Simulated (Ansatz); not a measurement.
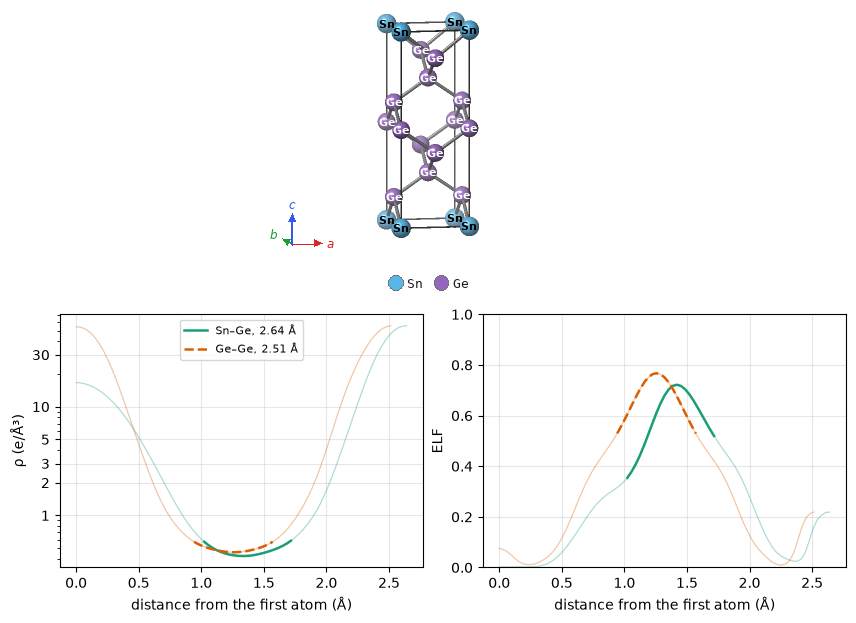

The picture shows: SnGe₇. Valence electron density and ELF along straight lines between neighbouring atoms. Thin, pale parts lie inside the atomic spheres. The structure is drawn too.

Space group P-4m2; a generated structure, not necessarily the stable one.

Level of theory: DFT PBE, scalar-relativistic, plane waves, PAW (Ansatz 0.2.0).

The density is the valence pseudo-density of a PAW calculation; it isn't the true density close to the nuclei.

```
Sn Ge
1.0
     4.15470    0.00000    0.00000
     0.00000    4.15470    0.00000
     0.00000    0.00000   11.77468
Sn Ge
1 7
Direct
  0.00000 0.00000 0.00000
  0.50000 0.50000 0.74149
  0.00000 0.50000 0.62065
  0.50000 0.50000 0.25851
  0.50000 0.00000 0.37935
  0.50000 0.00000 0.86155
  0.00000 0.50000 0.13845
  0.00000 0.00000 0.50000
```

> What can be read from the curves?

Sn–Ge (2.64 Å): ρ is about 0.42 e/Å³ halfway; the ELF peaks at about 0.70 between the atoms.
Ge–Ge (2.51 Å): the density is about 0.46 e/Å³ at the midpoint; the ELF peaks at about 0.75 between the atoms.
